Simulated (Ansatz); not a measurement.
CaO: response to strain

The parent structure is CaO in the rock salt structure (space group Fm-3m, No. 225).

```yaml
crystal:
  lattice:
    - [0.00000, 2.41535, 2.41535]
    - [2.41535, 0.00000, 2.41535]
    - [2.41535, 2.41535, 0.00000]
  atoms:
    - { symbol: O, position: [0.00000, 0.00000, 0.00000] }
    - { symbol: Ca, position: [0.50000, 0.50000, 0.50000] }
```

Strains are applied to the cell and any free atomic positions relax.

Method: PBE (Ansatz, an electronic-structure program; PAW; 420 eV plane waves; scalar-relativistic without spin-orbit coupling).

Notes on the quantities. energy relative to the base: free energy F.

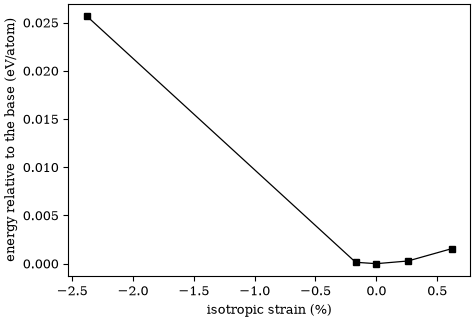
Energy relative to the base against isotropic strain

**Question.** From the plot, what is the energy relative to the base for isotropic strain −2.38 %?

**Answer.** About 0.026 eV/atom.

**Question.** Is the trend monotonic over the range shown?

**Answer.** No, it turns within the range, spanning 0 meV/atom to +26 meV/atom.

Stability against distortions was not tested.
